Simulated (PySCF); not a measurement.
C$_{3}$H$_{7}$ClO$_{2}$Si

```xyz
14

Cl    2.7566    0.7120    1.4081
Si    1.8194   -0.2297   -0.1739
O     0.9233    0.8788   -1.0058
C    -0.3725    1.2047   -0.5337
C    -1.1877   -0.0425   -0.2190
C    -0.5257   -0.9232    0.8322
O     0.7635   -1.3483    0.4241
H     2.8284   -0.8577   -1.0413
H    -0.2901    1.8427    0.3674
H    -0.8672    1.8047   -1.3128
H    -1.3196   -0.6279   -1.1443
H    -2.1918    0.2520    0.1273
H    -1.1283   -1.8258    1.0160
H    -0.4506   -0.3794    1.7936
```

Geometry: PBE0-D3(BJ)/def2-SVP.

All numbers below come from CAM-B3LYP/def2-SVPD, SCF density, gas phase in PySCF 2.14.0.

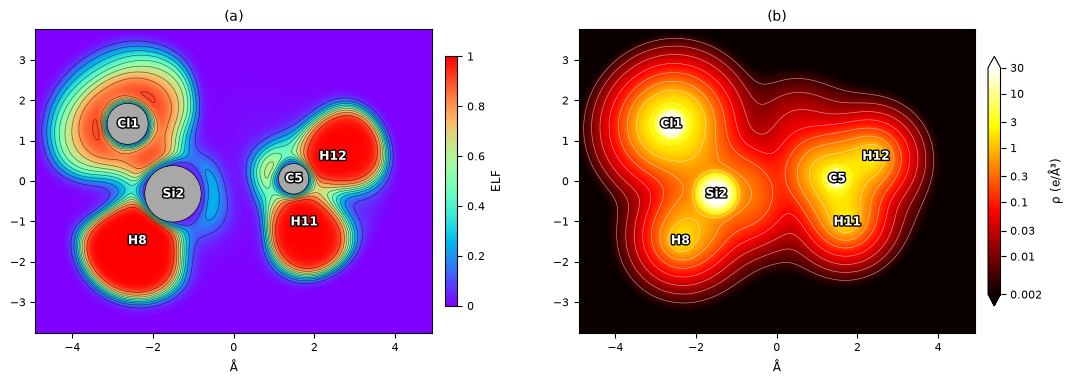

Figure 1. (a) ELF; (b) total electron density on the plane of atoms H11, C5 and H12. Grey discs cover the atomic cores in the ELF map.

> Interpret the plot.

The section cuts through Cl, Si, C and H sites.
Si–Cl (2.07 Å): the density is about 0.87 e/Å³ at the midpoint; the ELF peaks at about 0.90 between the atoms, as expected for a shared but strongly polarised pair.
C–H (1.10 Å): ρ is about 1.9 e/Å³ halfway; the ELF climbs to about 1 towards the hydrogen, as it does in any bond to H: an ordinary covalent bond to hydrogen.
Si–H (1.47 Å): the density is about 0.83 e/Å³ at the midpoint; the ELF climbs to about 1 towards the hydrogen.
The ELF also peaks beside Cl1, away from the bonds: lone-pair regions.

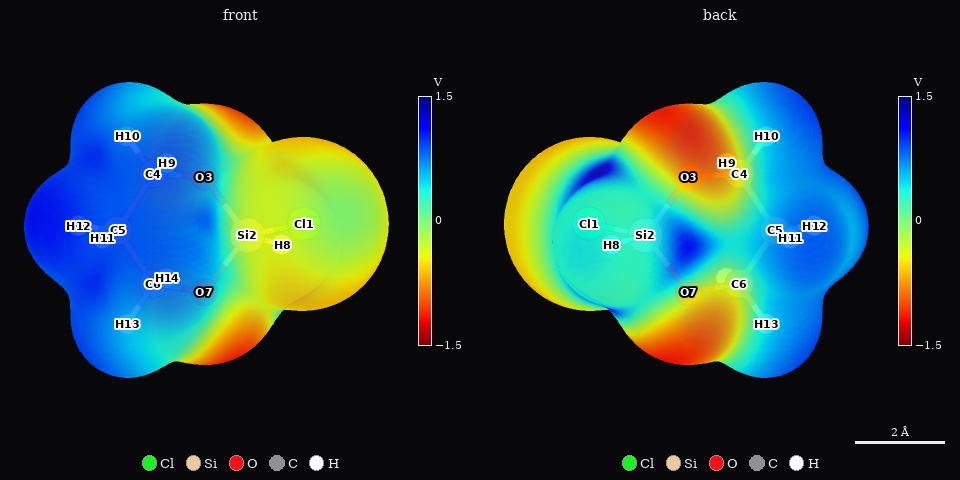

Figure 2. The electrostatic potential painted on the density surface at 0.002 e/bohr³, seen from the front and from behind; red is negative and blue positive.

> Which sites attract a positive test charge, and which a negative one?

A positive charge is drawn to the negative regions and a negative charge to the positive ones. The most negative region (about −1.1 V) lies over O3 and O7, the most positive (about +1.2 V) over Si2.
